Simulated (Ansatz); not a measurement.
# CH6BOSi (charge +1): what the fields show

Input

```
crystal:
  periodic: [false, false, false]
  atoms:
    - { symbol: B, position_ang: [-0.72791, 0.79398, -1.44403] }
    - { symbol: C, position_ang: [0.06397, 0.4681, -0.36934] }
    - { symbol: O, position_ang: [1.25848, 1.00117, 0.28232] }
    - { symbol: Si, position_ang: [-0.62817, -1.02612, 0.71096] }
    - { symbol: H, position_ang: [-1.51453, 0.86883, -2.2689] }
    - { symbol: H, position_ang: [1.77539, 1.54152, -0.34941] }
    - { symbol: H, position_ang: [1.79862, 0.25247, 0.62027] }
    - { symbol: H, position_ang: [-1.67038, -1.71788, -0.0184] }
    - { symbol: H, position_ang: [-0.99798, -0.41381, 1.98351] }
    - { symbol: H, position_ang: [0.64251, -1.76824, 0.85303] }
total_charge: 1
basis:
  gaussian: { orbitals: "6-31G*" }
hamiltonian:
  xc: pbe0
  dispersion: d4
relax:
  f_tol: 0.015
  max_steps: 40
output:
  orbitals: {}
```

Run with:

```sh
ansatz run input.yaml --threads 1 --pin off --max-ram 2048MiB --backend cpu --events-out ev --progress --plain --runs-dir out
```

The fields are those of the relaxed geometry.

Theory: Ansatz 0.2.0, RKS PBE0-D4/6-31G*.

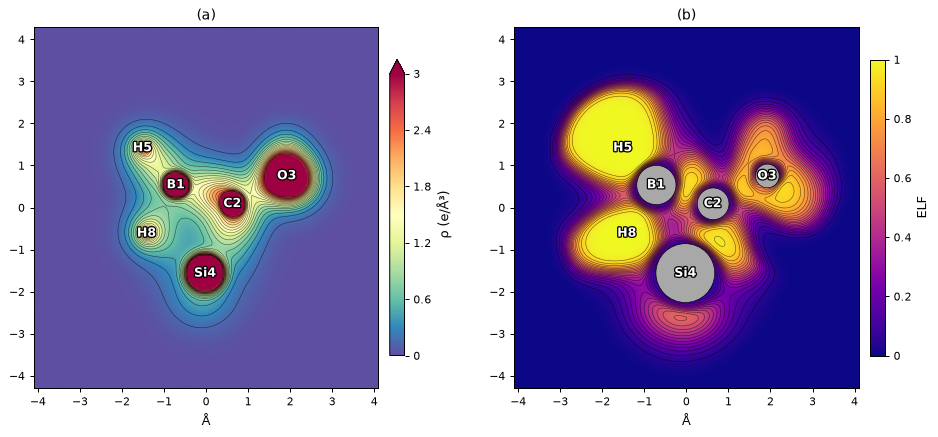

Figure 1. (a) electron density; (b) electron localisation function on the plane of atoms C2, B1 and H5. Grey discs cover the atomic cores in the ELF map.

Interpret the plot.

- The section cuts through B, C, O, Si and H sites.
- C–B (1.42 Å): the density is about 1.7 e/Å³ at the midpoint; the ELF peaks at about 0.90 between the atoms: localised, covalent bonding.
- C–O (1.45 Å): the density is about 1.8 e/Å³ at the midpoint, with its minimum of 1.4 e/Å³ about 0.5 Å from C; the ELF peaks at about 0.90 between the atoms (a polar covalent bond).
- C–Si (1.78 Å): the density is about 0.97 e/Å³ at the midpoint; the ELF peaks at about 0.85 between the atoms; localised, covalent bonding.
- B–H (1.19 Å): ρ at the midpoint is about 1.2 e/Å³; the ELF climbs to about 1 towards the hydrogen, as it does in any bond to H; a covalent bond by its length.
- The ELF also peaks beside O3, away from the bonds: lone-pair regions.

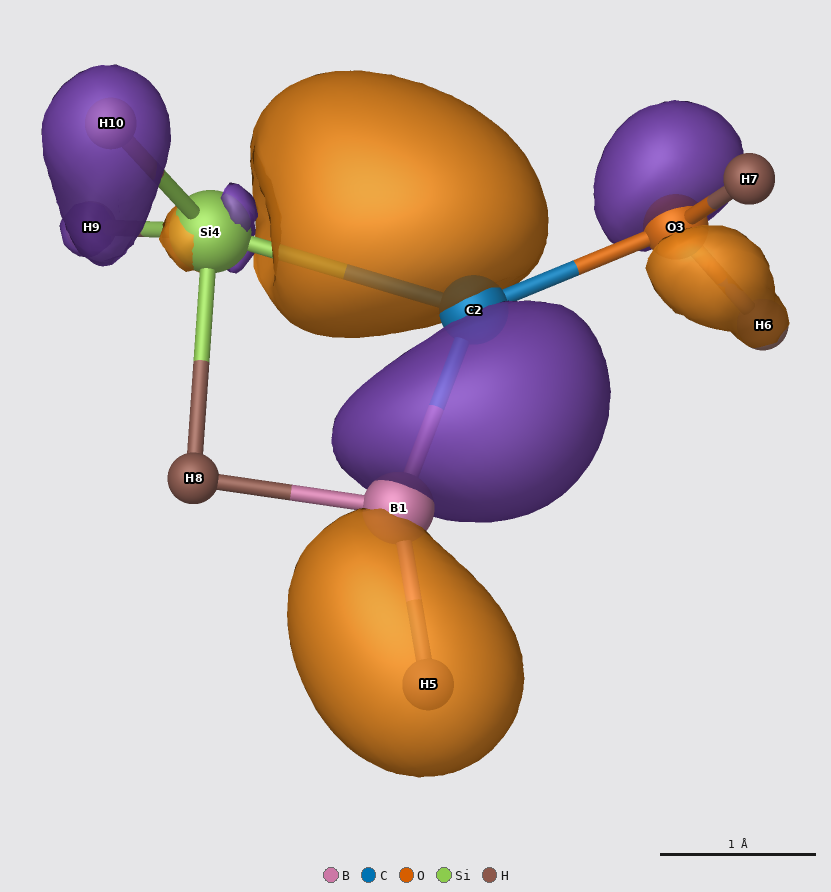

Figure 2. The HOMO−1 at ±0.15 Å⁻³ᐟ² (orange and purple are the two phases), seen at a tilt.

Describe this orbital and give its energy.

It lies mainly on C2 (about 35 %), Si4 (about 20 %), B1 (about 15 %), H5 (about 10 %) and O3 (about 5 %). Its energy is −13.81 eV.

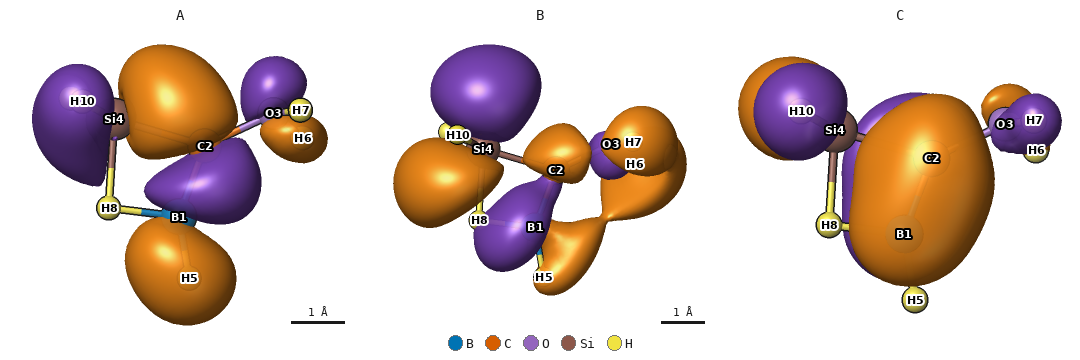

Figure 3. Three frontier orbitals at ±0.08 Å⁻³ᐟ² (orange and purple are the two phases), in no order.

Which picture is the HOMO−1, the HOMO and the LUMO?

A is the HOMO−1 (−13.81 eV). It lies mainly on C2 (about 35 %), Si4 (about 20 %), B1 (about 15 %), H5 (about 10 %) and O3 (about 5 %). C is the HOMO (−12.18 eV). Its weight (Hirshfeld) is mainly on C2 (about 45 %), B1 (about 25 %), Si4 (about 15 %) and H9 (about 5 %). B is the LUMO (−5.45 eV). It lies mainly on Si4 (about 45 %), B1 (about 15 %), C2 (about 10 %) and H6 (about 5 %).

What is the HOMO–LUMO gap?

6.73 eV between the orbital energies.
